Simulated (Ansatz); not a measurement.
# Calculations on SiH4Cl

Part 1: Relaxation

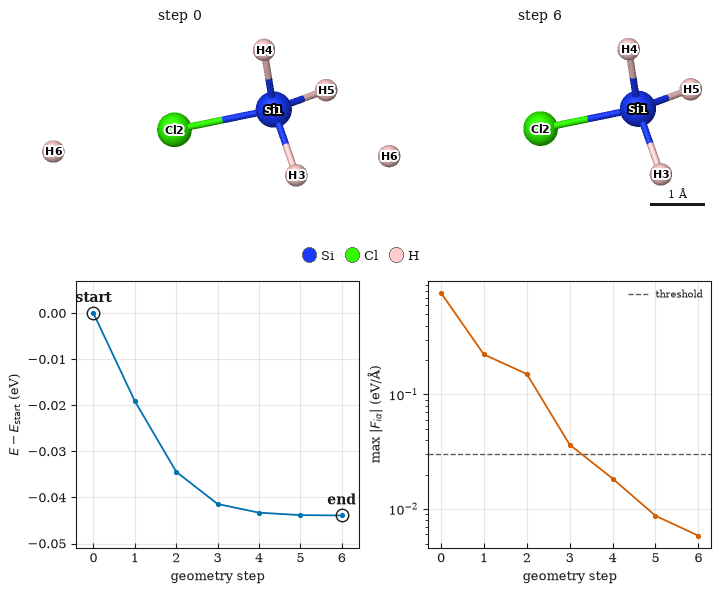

First and last geometry of a relaxation of SiH₄Cl (multiplicity 2), with the history of the run. Style: ball-and-stick. Shown at a tilt.

The run prepares an end point of a later path (reaction) calculation, from a guessed geometry.

These are results of UKS CAM-B3LYP/6-31G* in Ansatz, not measurements.

The input:
```yaml
crystal:
  periodic: [false, false, false]
  atoms:
    - { symbol: Si, position_ang: [0.002407, 0.0, -0.072534] }
    - { symbol: Cl, position_ang: [0.020972, 0.0, 2.036446] }
    - { symbol: H, position_ang: [1.401361, 0.0, -0.547287] }
    - { symbol: H, position_ang: [-0.703475, 1.215204, -0.52806] }
    - { symbol: H, position_ang: [-0.703475, -1.215204, -0.52806] }
    - { symbol: H, position_ang: [-0.016391, 0.0, 4.610895] }
magnetization:
  spin_polarized: true
  initial_magnetization: 1
basis:
  gaussian: { orbitals: "6-31G*" }
hamiltonian:
  xc: cam_b3lyp
relax:
  f_tol: 0.03
  max_steps: 50
```

Run as
```bash
ansatz run input.yaml --threads 1 --pin off --max-ram 2048MiB --backend cpu --events-out ev --progress --plain --runs-dir out
```

What do the curves and the structures tell?

Answer. It converged. Over 6 geometry steps the energy falls by 0.044 eV. The largest force component goes from 0.77 to 0.0059 eV/Å. The atom that moves furthest after the best rigid fit is H6 (0.51 Å). Largest moves by element: H 0.51 Å, Cl 0.13 Å, Si 0.09 Å. Near-neighbour distances that change, for instance: Si1–Cl2 2.109 → 2.068 Å.

```csv
step,"E − E(0), eV","largest force component, eV/Å"
0,0.0000,0.7705
1,-0.0191,0.2235
2,-0.0344,0.1509
3,-0.0414,0.0364
4,-0.0433,0.0185
5,-0.0438,0.0087
6,-0.0439,0.0059
```

Limits of the set-up: the start holds two separate molecules, 2.6 Å apart at their closest, whose relative position is a soft coordinate and is computed without a dispersion correction.

Part 2: Relaxation

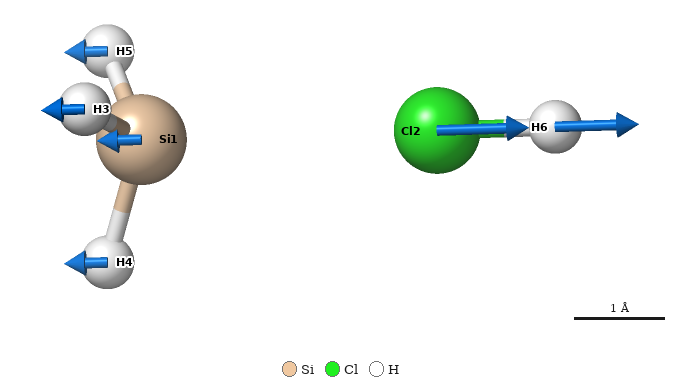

This is a relaxation of SiH4Cl (multiplicity 2). The starting structure is drawn; blue arrows show the displacements, magnified 2 times. The two geometries are superimposed by the best rigid fit.

A ball-and-stick model, seen at a tilt.

The run prepares an end point of a later path (reaction) calculation, from a guessed geometry.

All numbers below come from UKS CAM-B3LYP/6-31G* in Ansatz 0.2.0.

The input:
```yaml
crystal:
  periodic: [false, false, false]
  atoms:
    - { symbol: Si, position_ang: [0.000362, 0.0, -0.271075] }
    - { symbol: Cl, position_ang: [0.000301, 0.0, 3.064633] }
    - { symbol: H, position_ang: [1.411367, 0.0, -0.739632] }
    - { symbol: H, position_ang: [-0.705122, 1.222063, -0.739424] }
    - { symbol: H, position_ang: [-0.705122, -1.222063, -0.739424] }
    - { symbol: H, position_ang: [-0.000387, 0.0, 4.396322] }
magnetization:
  spin_polarized: true
  initial_magnetization: 1
basis:
  gaussian: { orbitals: "6-31G*" }
hamiltonian:
  xc: cam_b3lyp
relax:
  f_tol: 0.03
  max_steps: 50
```

Launched with:
```bash
ansatz run input.yaml --threads 1 --pin off --max-ram 2048MiB --backend cpu --events-out ev --progress --plain --runs-dir out
```

### What happened in the run?

After 5 geometry steps the energy has fallen by 1.75 kcal/mol. The largest force component goes from 1.3 to 0.012 eV/Å. Cl2 moves most after the best rigid fit: 0.52 Å. Largest moves by element: Cl 0.52 Å, H 0.47 Å, Si 0.25 Å. Near-neighbour distances that change, for instance: Cl2–H6 1.332 → 1.286 Å. The run took 11 s on 1 thread of Intel(R) Xeon(R) Platinum 8488C (Sapphire Rapids), on a shared host, peak memory 0.14 GiB.

Limits of the set-up: the start holds two separate molecules, 3.3 Å apart at their closest, whose relative position is a soft coordinate and is computed without a dispersion correction.

Part 3: Path

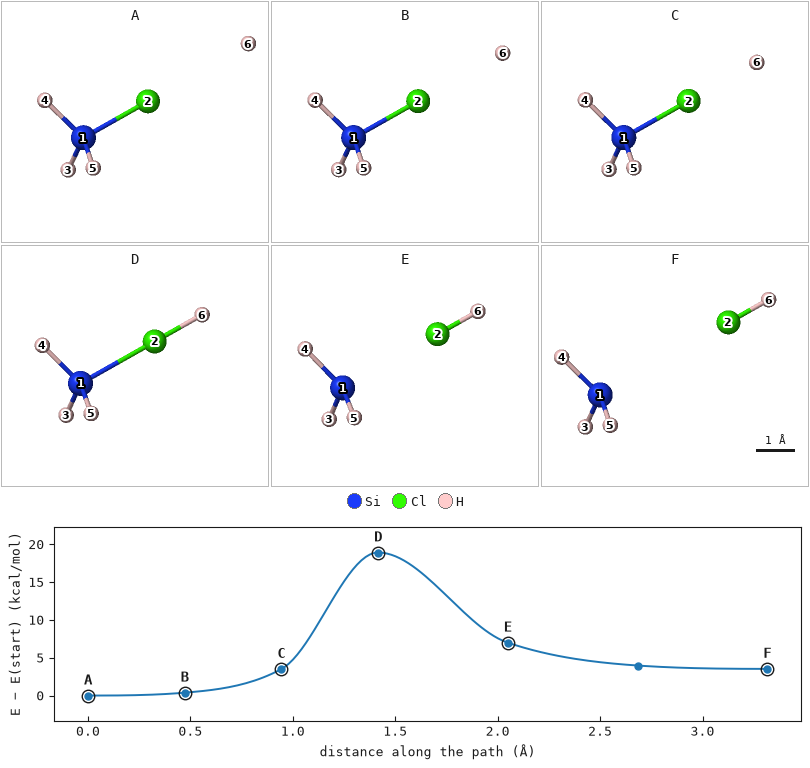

A search for the minimum-energy path of SiH₄Cl (multiplicity 2), made up at the start of SiH3Cl and H by the nudged elastic band. Images are numbered from 0 (start) to 6 (end). Frames A to F are images 0, 1, 2, 3, 4, 6. A ball-and-stick model, seen from a free direction.

The calculation used Ansatz 0.2.0, UKS CAM-B3LYP/6-31G*. Settings: 5 movable images; climbing image; force threshold 0.03 eV/Å; iteration limit 60; starting path through a guess of the saddle point.

> What happens along the path, and what is the barrier?

The highest point, image 3, lies 18.9 kcal/mol above the start and 15.4 kcal/mol above the end; the end is at +3.5 kcal/mol relative to the start. Breaking: Si1–Cl2 (2.07 → 2.38 at the top → 4.11 Å). Forming: Cl2–H6 (3.22 → 1.52 at the top → 1.29 Å). The band converged in 12 iterations. The largest component of the band force went from 3.7 to 0.0068 eV/Å. The climbing image converged on the top of the path. Its vibrational analysis gives one imaginary mode (718i cm⁻¹), as a transition state must have.

Limits of the set-up: the start holds two separate molecules, 3.2 Å apart at their closest, whose relative position is a soft coordinate and is computed without a dispersion correction.

The run took 100 s on 1 thread of Intel(R) Xeon(R) Platinum 8488C (Sapphire Rapids) (shared host), peak memory 0.14 GiB.
